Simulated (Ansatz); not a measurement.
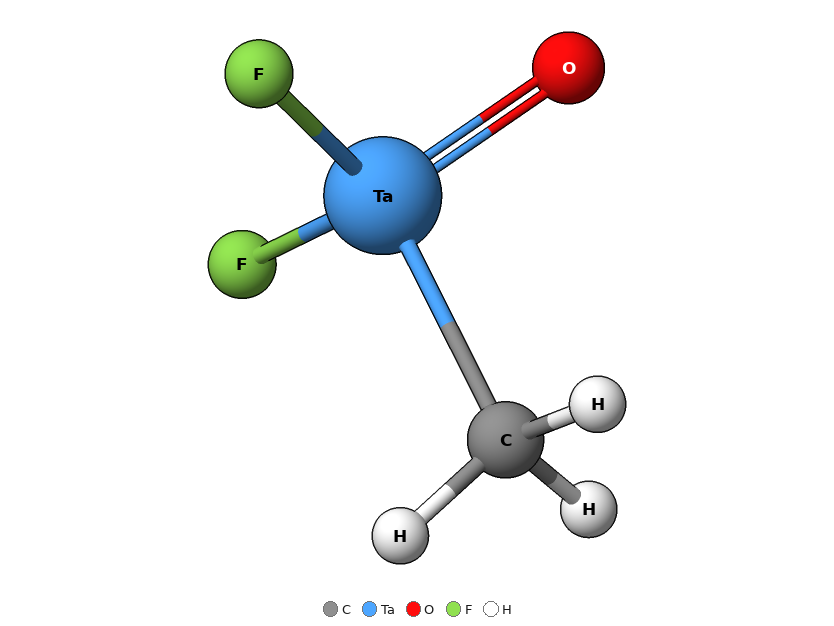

The species is neutral and a spin singlet. Harmonic vibrations computed with RKS PBE0-D4/def2-TZVP, core potentials on Ta (Ansatz 0.2.0) at a stationary point of the same level.

> How many imaginary frequencies does it have?

A minimum: no imaginary frequency, and the lowest mode lies at 109 cm⁻¹.

> List the wavenumbers.

18 modes: 109, 155, 157, 174, 231, 260, 548, 563, 640, 687, 690, 1028, 1210, 1412, 1417, 3032, 3123, 3125 cm⁻¹.
